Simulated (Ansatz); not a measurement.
```yaml
atoms:
  - { symbol: C, position_ang: [-0.3425, -0.5941, -1.2548] }
  - { symbol: N, position_ang: [0.4798, 0.2059, -0.3696] }
  - { symbol: Si, position_ang: [0.2418, 0.4498, 1.2671] }
  - { symbol: F, position_ang: [0.5315, -0.8123, 2.1760] }
  - { symbol: F, position_ang: [1.2448, 1.5747, 1.7373] }
  - { symbol: Cl, position_ang: [-1.6681, 0.9792, 1.6897] }
  - { symbol: H, position_ang: [0.1315, -1.5454, -1.5158] }
  - { symbol: H, position_ang: [-1.2945, -0.8187, -0.7707] }
  - { symbol: H, position_ang: [-0.5689, -0.0520, -2.1765] }
  - { symbol: H, position_ang: [1.3278, 0.5617, -0.7799] }
```

Geometry: PBE0-D4/def2-TZVP.

Method: RKS PBE0-D4/def2-TZVPP (Ansatz 0.2.0).

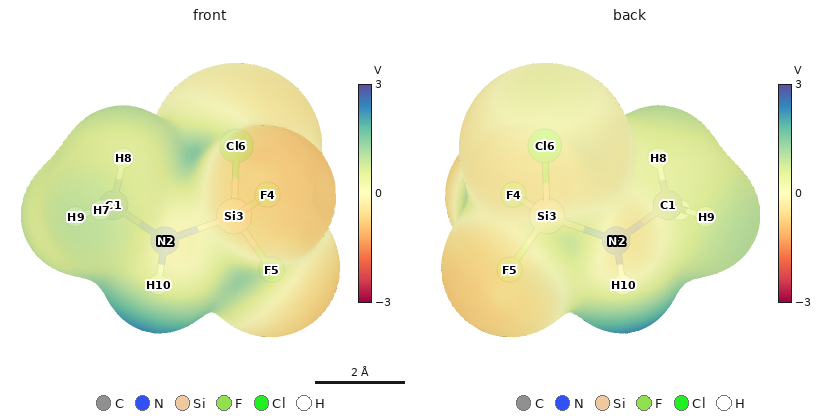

CH₄ClF₂NSi. The electrostatic potential painted on the density surface at 0.002 e/bohr³, seen from the front and from behind; red is negative and blue positive.

Question: Which sites attract a positive test charge, and which a negative one?

Answer: A positive charge is drawn to the negative regions and a negative charge to the positive ones. The most negative region (about −0.8 V) lies over F4, the most positive (about +2.2 V) over H10. Cl6 shows a σ-hole: about +0.3 V at the tip opposite its bond, against about −0.2 V on its flanks.
